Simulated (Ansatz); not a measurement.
A series of calculations on GeH$_{3}$S

**1. Relaxation**

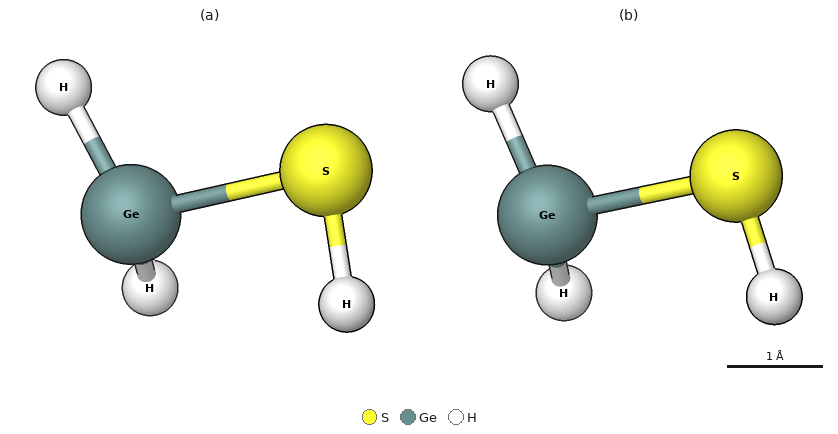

The structure of GeH3S (multiplicity 2) before (left) and after (right) a relaxation, at one scale.

Style: ball-and-stick. Shown from a free direction.

The run prepares an end point of a later path (hydrogen shift) calculation, from a guessed geometry.

The calculation used UHF/def2-mTZVP (Ansatz 0.2.0). Set-up: collinear spin; force threshold 0.02 eV/Å; at most 50 steps.

> Summarise the run.

An H atom moves most after the best rigid fit: 0.12 Å. Largest moves by element: H 0.12 Å, S 0.11 Å, Ge 0.04 Å. Near-neighbour distances that change, for instance: H–S 1.428 → 1.337 Å, Ge–S 2.289 → 2.237 Å, Ge–H 1.498 → 1.541 Å, Ge–H 1.556 → 1.536 Å. Bond angles that change, for instance: Ge–S–H 88.1° → 97.2°, S–Ge–H 109.1° → 105.3°, H–Ge–H 107.9° → 110.9°. Over 5 geometry steps the energy falls by 4.37 kcal/mol. Largest force component: 2.3 eV/Å at the start, 0.013 eV/Å at the end.

Limits of the set-up: Hartree-Fock leaves out electron correlation.

**2. Relaxation**

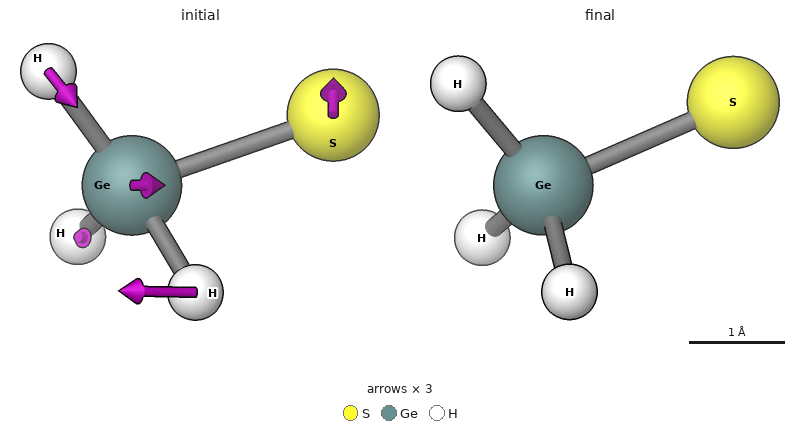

The structure of GeH3S (multiplicity 2) before (left) and after (right) a relaxation, at one scale. The purple arrows give the displacements, 3 times their true length.

Style: ball-and-stick. Shown face on.

The run prepares an end point of a later path (hydrogen shift) calculation, from a guessed geometry.

Level of theory: UHF/def2-mTZVP in Ansatz. Set-up: collinear spin; force threshold 0.02 eV/Å; at most 50 steps.

Describe what moved and what it gained.

Answer. Over 4 geometry steps the energy falls by 41.4 kJ/mol. Largest force component: 1.4 eV/Å at the start, 0.0033 eV/Å at the end. An H atom moves most after the best rigid fit: 0.31 Å. By element the largest moves are H 0.31 Å, S 0.19 Å, Ge 0.14 Å. Near-neighbour distances that change, for instance: Ge–S 2.289 → 2.240 Å, Ge–H 1.498 → 1.530 Å, Ge–H 1.556 → 1.530 Å. Bond angles that change, for instance: H–Ge–H 132.3° → 110.8°, S–Ge–H 85.8° → 105.4°, H–Ge–H 107.9° → 110.1°.

Limits of the set-up: Hartree-Fock leaves out electron correlation.

**3. Path**

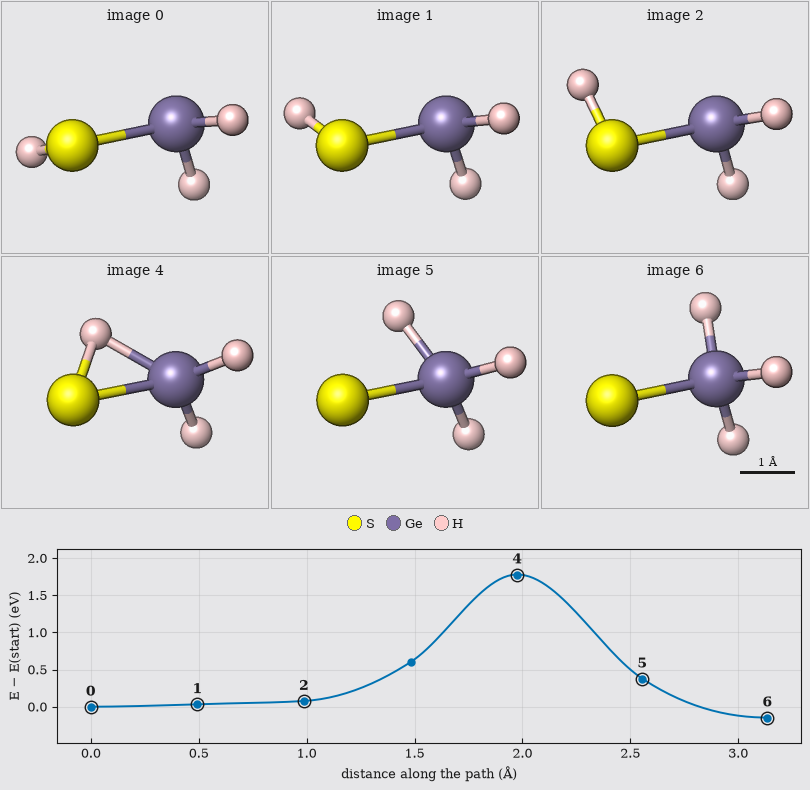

A search for the minimum-energy path of GeH3S (multiplicity 2) by the nudged elastic band. Images are numbered from 0 (start) to 6 (end). A ball-and-stick model, seen from a free direction.

Computed with UHF/def2-mTZVP (Ansatz 0.2.0). Run with 5 movable images; climbing image; force threshold 0.03 eV/Å; iteration limit 35; starting path through a guess of the saddle point.

Q: Describe the mechanism and the energy profile.

A: A hydrogen atom shifts from one atom to another. Breaking: H–S (1.34 → 3.03 Å). Forming: Ge–H (2.75 → 1.53 Å). Forward barrier 1.78 eV, backward barrier 1.93 eV, with image 4 at the top; the reaction energy is −0.15 eV. The band converged in 9 iterations, with a climbing image at the top. At the top, the vibrational analysis gives one imaginary mode (1922i cm⁻¹), as a transition state must have.

Limits of the set-up: Hartree-Fock leaves out electron correlation.

The run took 3.5 min on 1 thread of Intel(R) Xeon(R) Processor @ 2.50GHz (Skylake/Cascade Lake) (shared host), peak memory 0.17 GiB.
